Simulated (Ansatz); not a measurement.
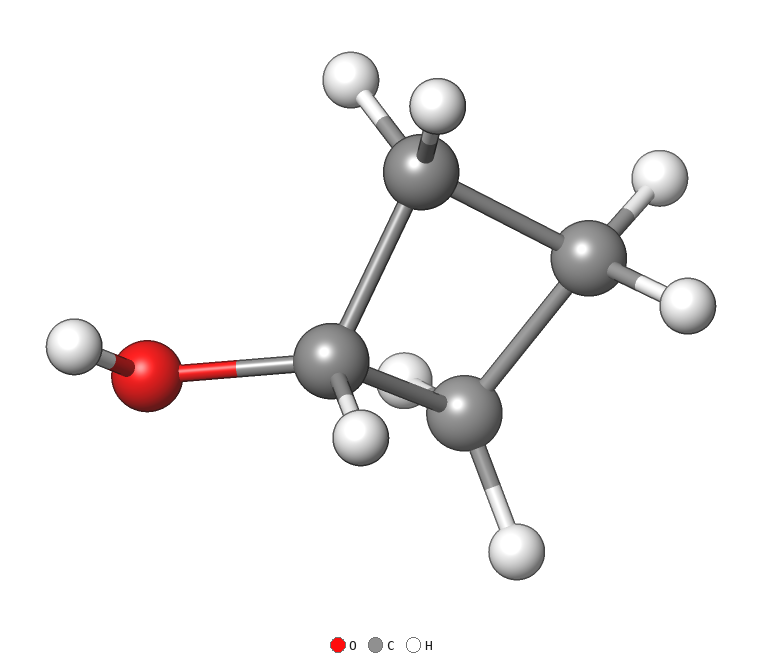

Computed geometry: PBE0-D4/def2-TZVP optimisation. Level of theory: RKS B97M-V/def2-TZVPP (Ansatz 0.2.0).

Computed properties:

The species is C₄H₈O (`OC1CCC1`).
- HOMO energy (Kohn–Sham orbital): −6.47 eV
- LUMO energy (Kohn–Sham orbital): 0.47 eV
- HOMO–LUMO gap: 6.94 eV
